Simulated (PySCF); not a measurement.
```yaml
atoms:
  - { symbol: Li, position_ang: [0.0000, 0.0000, -1.2365] }
  - { symbol: N, position_ang: [0.0000, 0.0000, 0.6195] }
```

These are results of PySCF 2.14.0, PBE0/cc-pVTZ(-PP), non-relativistic Hamiltonian with scalar-relativistic core potentials where named, at a bond length of 1.856 Å, not measurements.

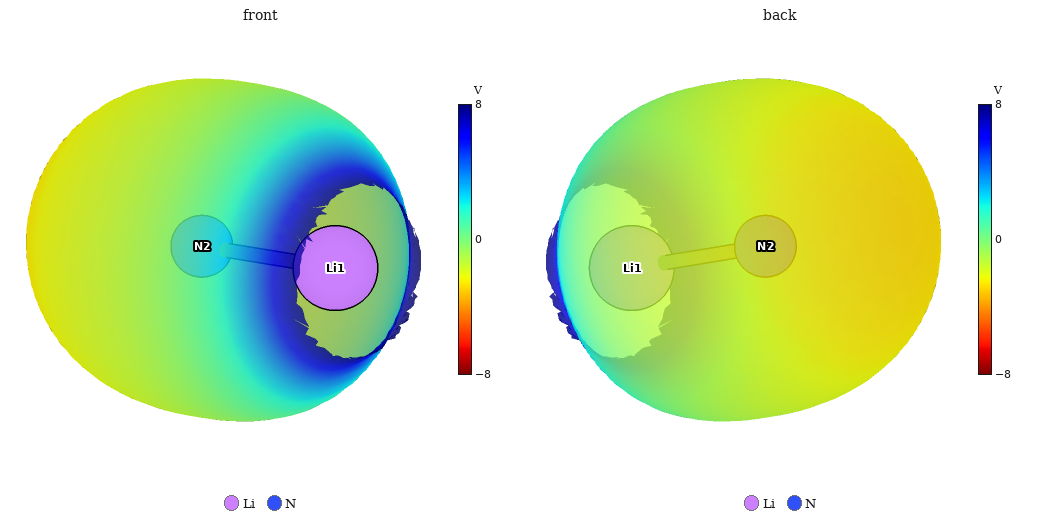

LiN (triplet). The molecular electrostatic potential painted on the density surface at 0.002 e/bohr³, seen from the front and from behind; red is negative and blue positive.

Question: Which sites attract a positive test charge, and which a negative one?

Answer: A positive charge is drawn to the negative regions and a negative charge to the positive ones. The most negative region (about −3.0 V) lies over N2, the most positive (about +7.7 V) over Li1. N2 is the likeliest acceptor of a hydrogen bond.
